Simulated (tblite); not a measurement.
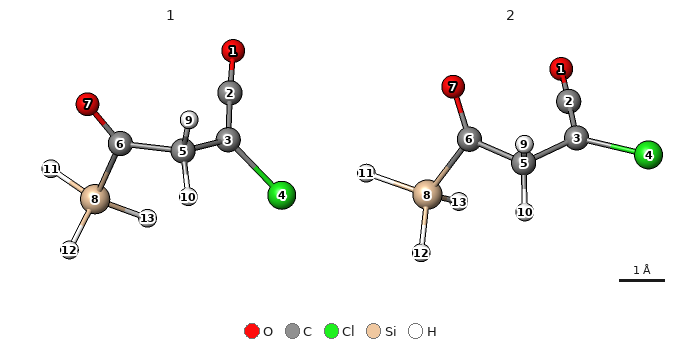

Two geometries of C$_{4}$H$_{5}$ClO$_{2}$Si, drawn at one scale. One is the start of a relaxation, the other its converged end. A ball-and-stick model, seen from a free direction.

The calculation used GFN2-xTB geometry optimisation, gas phase (tblite). 

> Which of the two is the end point?

Structure 1 is the relaxed one. After 103 geometry steps the energy has fallen by 13.1 kcal/mol. Cl4 moves most after the best rigid fit: 1.62 Å. By element the largest moves are Cl 1.62 Å, O 0.89 Å, H 0.87 Å, C 0.35 Å, Si 0.21 Å. Among the contacts that change: O1–C2 1.249 → 1.161 Å, C6–Si8 1.870 → 1.926 Å, C5–H9 1.127 → 1.094 Å, C5–C6 1.498 → 1.527 Å. Bond angles that change, for instance: C6–Si8–H12 112.7° → 105.4°, C2–C3–C5 118.9° → 125.5°, C2–C3–Cl4 121.2° → 115.3°. Groups turn about C3–C5 by about 50°, C6–Si8 by about 45°, C5–C6 by about 40°.
